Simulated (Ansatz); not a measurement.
# Frequency calculation, with input and output: PN

PN (phosphorous nitride), computed with CCSD(T)/cc-pVTZ, RHF (Ansatz 0.2.0).

The geometry was optimised with CCSD(T)/cc-pVTZ.

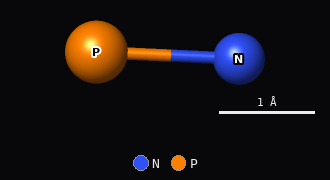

**Figure 1.** The structure (ball-and-stick view, seen at a tilt). Bond lengths as drawn: N–P 1.51 Å.

### Key numbers

```csv
quantity,value
outcome,converged
total energy,−395.546631 hartree
SCF energy,−395.173187 hartree
MP2 energy,−395.525740 hartree
CCSD energy,−395.522867 hartree
correlation energy,−0.373444 hartree
(T) correction,−0.023764 hartree
basis functions,64
largest force,0.000 eV/Å
T1 diagnostic,0.020
SCF solution under orbital rotations,stable within restricted orbitals
zero-point energy,0.003015 hartree
"wavenumbers, lowest and highest",1323 cm⁻¹
hardware,"1 thread of Arm Neoverse V1, 24 GiB of memory available, shared host"
wall time,88 s
peak memory,0.27 GiB
```

### The input
```yaml
crystal:
  periodic: [false, false, false]
  atoms:
    - {symbol: N, position_ang: [0.000000, -0.000000, -0.008051]}
    - {symbol: P, position_ang: [-0.000000, 0.000000, 1.498917]}
basis:
  gaussian:
    orbitals: cc-pVTZ
correlation:
  method: ccsd_t
accuracy: high
scf:
  omitted_lower_state_checks: [cluster_reference]
phonons:
  temperatures: {t_min: 298.15, t_max: 298.15, t_step: 1}
```

Launched with:
```bash
ansatz run input.yaml --threads 1 --pin off --max-ram 3480MiB --events-out events.jsonl --progress --plain --runs-dir runs
```

### Output
```
Functional definition: HF
  name "HF"
  exchange = exact_x
  correlation = 0
these checks for a lower state are left out or cut short: cluster_reference
938 factors; integrals over basis functions are off by at most 2.0e-9 eV
mean field evaluation 1: about -10749.7538 eV, gradient 3.7e1 eV
mean field evaluation 2: about -10749.7570 eV, gradient 3.7e1 eV
mean field evaluation 4: about -10753.1731 eV, gradient 2.4e0 eV
mean field evaluation 8: about -10753.2101 eV, gradient 9.8e-2 eV
mean field -10753.21021308 eV, -395.1731865431 hartree, gradient 1.7e-8 eV, S^2 0.000000; 0 other end points of the search recorded, 0 dependent functions left out; unrestricted orbitals would lower it
6 core orbitals not correlated: weight in the atoms' cores, before any rotation towards them, 1.000 or more for the frozen orbitals, at most 0.000 for the correlated occupied ones
reference -10753.21021308 eV, -395.1731865431 hartree; 5, 5 occupied and 53, 53 virtual orbitals, 938 factors
second order -9.59347333 eV of doubles, -0.00000000 eV of singles
cycle   1  -8.90882872 eV  change    6.8e-1 eV  update   1.3e-1
cycle   2  -9.40336124 eV  change   -4.9e-1 eV  update   4.8e-2
cycle   3  -9.50591783 eV  change   -1.0e-1 eV  update   1.7e-2
cycle   4  -9.50695558 eV  change   -1.0e-3 eV  update   5.3e-3
cycle   5  -9.51428631 eV  change   -7.3e-3 eV  update   2.4e-3
cycle   6  -9.51504276 eV  change   -7.6e-4 eV  update   5.9e-4
cycle   7  -9.51510043 eV  change   -5.8e-5 eV  update   1.8e-4
cycle   8  -9.51528333 eV  change   -1.8e-4 eV  update   5.3e-5
cycle   9  -9.51530126 eV  change   -1.8e-5 eV  update   1.6e-5
cycle  10  -9.51528675 eV  change    1.5e-5 eV  update   4.2e-6
cycle  11  -9.51529095 eV  change   -4.2e-6 eV  update   1.6e-6
cycle  12  -9.51528964 eV  change    1.3e-6 eV  update   5.8e-7
cycle  13  -9.51529019 eV  change   -5.5e-7 eV  update   2.1e-7
cycle  14  -9.51529043 eV  change   -2.3e-7 eV  update   8.6e-8
cycle  15  -9.51529043 eV  change   -8.0e-9 eV  update   4.8e-8
cycle  16  -9.51529048 eV  change   -4.3e-8 eV  update   3.9e-8
cycle  17  -9.51528950 eV  change    9.8e-7 eV  update   1.8e-7
cycle  18  -9.51528977 eV  change   -2.7e-7 eV  update   5.8e-8
cycle  19  -9.51528962 eV  change    1.5e-7 eV  update   2.9e-8
cycle  20  -9.51528961 eV  change    7.8e-9 eV  update   7.7e-9
cycle  21  -9.51528961 eV  change    3.4e-9 eV  update   2.5e-9
cycle  22  -9.51528961 eV  change   -2.4e-9 eV  update   1.2e-9
cycle  23  -9.51528961 eV  change   -1.1e-9 eV  update  5.1e-10
cycle  24  -9.51528961 eV  change  -5.7e-10 eV  update  1.7e-10
perturbative correction -0.64664919 eV, -0.0237639195 hartree
the calculation of the forces begins
mean field evaluation 16: about -10753.2065 eV, gradient 6.5e-2 eV
these checks for a lower state are left out or cut short: starts, cluster_reference, orbital_swaps, neighbouring_geometries, increment
938 factors; integrals over basis functions are off by at most 2.0e-9 eV
mean field -10753.21020440 eV, -395.1731862239 hartree, gradient 4.3e-9 eV, S^2 0.000000; 0 other end points of the search recorded, 0 dependent functions left out; unrestricted orbitals would lower it
[... from here on the field's lines of each further geometry are left out, up to the last ...]
6 core orbitals not correlated: weight in the atoms' cores, before any rotation towards them, 1.000 or more for the frozen orbitals, at most 0.000 for the correlated occupied ones
reference -10753.19953240 eV, -395.1727940354 hartree; 5, 5 occupied and 53, 53 virtual orbitals, 938 factors
second order -9.60676848 eV of doubles, -0.00000000 eV of singles
cycle   1  -8.91297911 eV  change    6.9e-1 eV  update   1.3e-1
cycle   2  -9.41090242 eV  change   -5.0e-1 eV  update   4.8e-2
cycle   3  -9.51397208 eV  change   -1.0e-1 eV  update   1.7e-2
cycle   4  -9.51513460 eV  change   -1.2e-3 eV  update   5.3e-3
cycle   5  -9.52258005 eV  change   -7.4e-3 eV  update   2.5e-3
cycle   6  -9.52334610 eV  change   -7.7e-4 eV  update   6.0e-4
cycle   7  -9.52340059 eV  change   -5.4e-5 eV  update   1.8e-4
cycle   8  -9.52358753 eV  change   -1.9e-4 eV  update   5.4e-5
cycle   9  -9.52360613 eV  change   -1.9e-5 eV  update   1.6e-5
cycle  10  -9.52359163 eV  change    1.4e-5 eV  update   4.3e-6
cycle  11  -9.52359533 eV  change   -3.7e-6 eV  update   1.6e-6
cycle  12  -9.52359426 eV  change    1.1e-6 eV  update   6.0e-7
cycle  13  -9.52359502 eV  change   -7.6e-7 eV  update   2.2e-7
cycle  14  -9.52359504 eV  change   -2.2e-8 eV  update   8.6e-8
cycle  15  -9.52359502 eV  change    1.7e-8 eV  update   4.3e-8
cycle  16  -9.52359457 eV  change    4.5e-7 eV  update   2.5e-7
cycle  17  -9.52359475 eV  change   -1.8e-7 eV  update   1.1e-7
cycle  18  -9.52359461 eV  change    1.4e-7 eV  update   4.6e-8
cycle  19  -9.52359460 eV  change    1.2e-8 eV  update   1.7e-8
cycle  20  -9.52359458 eV  change    2.2e-8 eV  update   5.0e-9
cycle  21  -9.52359458 eV  change   -1.9e-9 eV  update   2.4e-9
cycle  22  -9.52359458 eV  change  -6.9e-11 eV  update  9.4e-10
cycle  23  -9.52359458 eV  change   -1.5e-9 eV  update  4.1e-10
cycle  24  -9.52359458 eV  change   4.9e-10 eV  update  1.7e-10
perturbative correction -0.64883209 eV, -0.0238441397 hartree
the calculation of the forces begins
these checks for a lower state are left out or cut short: starts, cluster_reference, orbital_swaps, neighbouring_geometries, increment
938 factors; integrals over basis functions are off by at most 2.0e-9 eV
mean field -10753.22047592 eV, -395.1735636954 hartree, gradient 1.5e-8 eV, S^2 0.000000; 0 other end points of the search recorded, 0 dependent functions left out; unrestricted orbitals would lower it
6 core orbitals not correlated: weight in the atoms' cores, before any rotation towards them, 1.000 or more for the frozen orbitals, at most 0.000 for the correlated occupied ones
reference -10753.22047592 eV, -395.1735636954 hartree; 5, 5 occupied and 53, 53 virtual orbitals, 938 factors
second order -9.58023716 eV of doubles, -0.00000000 eV of singles
cycle   1  -8.90466205 eV  change    6.8e-1 eV  update   1.3e-1
cycle   2  -9.39583695 eV  change   -4.9e-1 eV  update   4.7e-2
cycle   3  -9.49788226 eV  change   -1.0e-1 eV  update   1.7e-2
cycle   4  -9.49879670 eV  change   -9.1e-4 eV  update   5.2e-3
cycle   5  -9.50601385 eV  change   -7.2e-3 eV  update   2.4e-3
cycle   6  -9.50676345 eV  change   -7.5e-4 eV  update   5.8e-4
cycle   7  -9.50682153 eV  change   -5.8e-5 eV  update   1.8e-4
cycle   8  -9.50699969 eV  change   -1.8e-4 eV  update   5.2e-5
cycle   9  -9.50701750 eV  change   -1.8e-5 eV  update   1.5e-5
cycle  10  -9.50700366 eV  change    1.4e-5 eV  update   4.2e-6
cycle  11  -9.50700723 eV  change   -3.6e-6 eV  update   1.6e-6
cycle  12  -9.50700666 eV  change    5.7e-7 eV  update   5.6e-7
cycle  13  -9.50700738 eV  change   -7.2e-7 eV  update   2.1e-7
cycle  14  -9.50700720 eV  change    1.8e-7 eV  update   7.6e-8
cycle  15  -9.50700717 eV  change    2.5e-8 eV  update   4.0e-8
cycle  16  -9.50700653 eV  change    6.5e-7 eV  update   1.6e-7
cycle  17  -9.50700676 eV  change   -2.3e-7 eV  update   6.5e-8
cycle  18  -9.50700660 eV  change    1.6e-7 eV  update   3.5e-8
cycle  19  -9.50700660 eV  change   -6.5e-9 eV  update   1.4e-8
cycle  20  -9.50700659 eV  change    1.2e-8 eV  update   5.1e-9
cycle  21  -9.50700660 eV  change   -4.3e-9 eV  update   2.5e-9
cycle  22  -9.50700660 eV  change   -1.9e-9 eV  update  8.0e-10
cycle  23  -9.50700660 eV  change   -1.0e-9 eV  update  2.6e-10
perturbative correction -0.64447393 eV, -0.0236839803 hartree
the calculation of the forces begins
Total energy: -10763.37215189 eV, -395.5466309063 hartree
Atom 0 at     0.000000     0.000000    -0.008051 Å, force    -0.000000    -0.000000    -0.000141 eV/Å
Atom 1 at     0.000000     0.000000     1.498917 Å, force     0.000000     0.000000     0.000141 eV/Å
Dipole moment:     0.000000     0.000000     0.534608 e Å
Vibrations: 1323.40 cm⁻¹, zero-point energy 0.082040 eV
Checks for a lower state left out: cluster_reference
```
